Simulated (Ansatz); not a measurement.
Breaking a bond: GeAl (cation, charge +1), lowest singlet found (which spin is the ground state isn't settled by this scan).

Computed with: RKS-PBE = restricted PBE/aug-cc-pVDZ (Ansatz, an electronic-structure program); RCCSDT = CCSDT on RHF/aug-cc-pVDZ, cores with 3d frozen run with Ansatz; RCCSDT(Q) = Ansatz with CCSDT(Q) on RHF/aug-cc-pVDZ, cores with 3d frozen; RHF/aug-cc-pVDZ (Ansatz).

Energies are in kJ/mol, each relative to the lowest point of its own curve between 3.06 and 3.85 Å, where full CI is lowest.

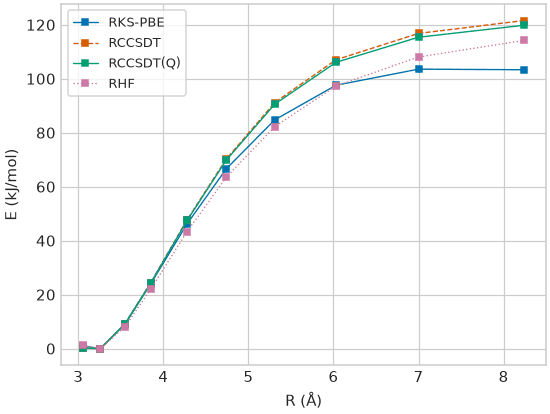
Fig. 1. Energy against bond length for each method.

```json
[
 {"R / Å": "3.06", "RKS-PBE": "0.9", "RCCSDT": "0.2", "RCCSDT(Q)": "0.1", "RHF": "1.2"},
 {"R / Å": "3.26", "RKS-PBE": "0.0", "RCCSDT": "0.0", "RCCSDT(Q)": "0.0", "RHF": "0.0"},
 {"R / Å": "3.55", "RKS-PBE": "9.1", "RCCSDT": "9.3", "RCCSDT(Q)": "9.2", "RHF": "8.2"},
 {"R / Å": "3.85", "RKS-PBE": "23.9", "RCCSDT": "24.3", "RCCSDT(Q)": "24.2", "RHF": "22.0"},
 {"R / Å": "4.28", "RKS-PBE": "46.2", "RCCSDT": "47.8", "RCCSDT(Q)": "47.5", "RHF": "43.4"},
 {"R / Å": "4.74", "RKS-PBE": "66.6", "RCCSDT": "70.2", "RCCSDT(Q)": "69.8", "RHF": "63.5"},
 {"R / Å": "5.31", "RKS-PBE": "84.8", "RCCSDT": "91.2", "RCCSDT(Q)": "90.6", "RHF": "82.2"},
 {"R / Å": "6.03", "RKS-PBE": "97.6", "RCCSDT": "107.0", "RCCSDT(Q)": "106.1", "RHF": "97.3"},
 {"R / Å": "7.00", "RKS-PBE": "103.6", "RCCSDT": "116.8", "RCCSDT(Q)": "115.4", "RHF": "108.1"},
 {"R / Å": "8.24", "RKS-PBE": "103.3", "RCCSDT": "121.6", "RCCSDT(Q)": "119.8", "RHF": "114.2"}
]
```

At the longest distance, 8.24 Å, RCCSDT lies highest above its minimum (121.6 kJ/mol) and RKS-PBE lowest (103.3 kJ/mol).

The scan ran from 1.75 to 8.24 Å; beyond the distances shown full CI changes its symmetry label. The restricted form behind RKS-PBE, RHF keeps the bonding electrons paired and can't separate into open-shell fragments.
